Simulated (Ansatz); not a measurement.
The reference is TiO₂ in the anatase structure (space group I4_1/amd, No. 141; a = 3.739 Å, c = 9.455 Å). Axes: x, y, z lie along a, b, c of the conventional cell.

Perturbation: a pure shear with ε_xz = ε_zx = 0.0200; the atoms relax in the strained cell.

Level of theory: Ansatz (a program for electronic structure), LDA, PAW, cutoff 420 eV, spin-orbit coupling left out.

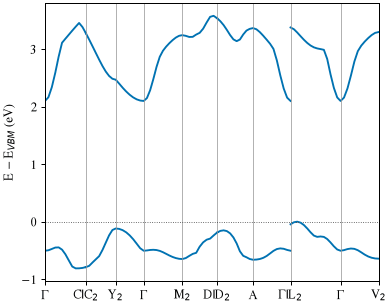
Fig. 1. Highest valence and lowest conduction band along the path of the changed cell's own zone

The gap is 2.10 eV, indirect, L₂–Γ (13 % along) → Γ; the base has 2.08 eV.

Stability against distortions was not tested. All final runs are without spin polarisation. k-point labels follow each cell's own Brillouin zone.
